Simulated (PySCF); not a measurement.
**InO (doublet): density, localisation and related maps**

```tsv
atom	x (Å)	y (Å)	z (Å)
In	0.0000	0.0000	-0.2559
O	0.0000	0.0000	1.8381
```

Core potentials replace the inner electrons of In.

The calculation used PBE0/cc-pVTZ(-PP), non-relativistic Hamiltonian with scalar-relativistic core potentials where named, at a bond length of 2.094 Å (PySCF).

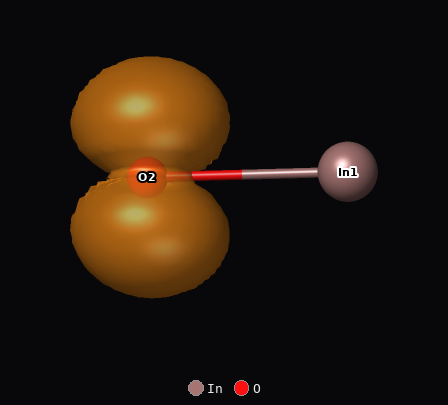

Figure 1. Isosurface of the spin density at +0.04 e/Å³ (orange), seen from one side.

Where is the unpaired spin?

The unpaired spin (1 electron) lies mostly on O2 (about 1.0), in electrons by Hirshfeld's partition.

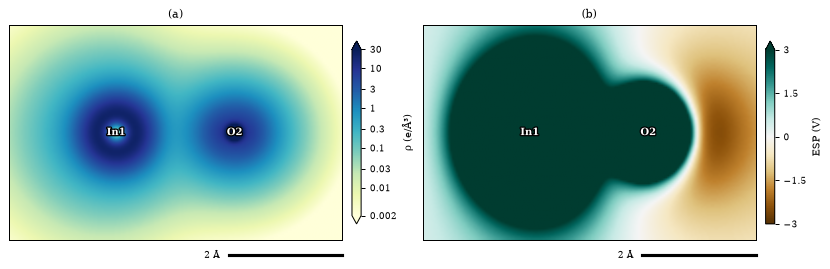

Figure 2. (a) electron density; (b) molecular electrostatic potential on a plane that holds the molecular axis.

What do the fields say about this system?

- The section cuts through In and O sites.
- In–O (2.09 Å): the density is about 0.62 e/Å³ at the midpoint.
- Outside the dense part of the molecule the potential is most negative (−2.4 V) near O2.

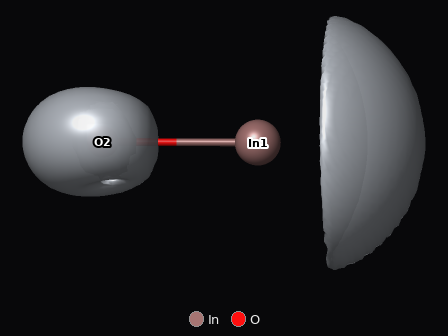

Figure 3. Isosurface of the ELF at 0.75 (grey), seen from one side. Core shells and regions of very low density are left out.

Where are the electrons localised?

At this value the surface marks out one lobe on In, pointing away from the bonds (non-bonding electrons) and one region wrapped around O (its valence shell). Profiles from the grid: In–O (2.09 Å): the ELF peaks at about 0.90 in the valence shell of O, 0.6 Å from its nucleus, and drops to about 0.10 between the two atoms.
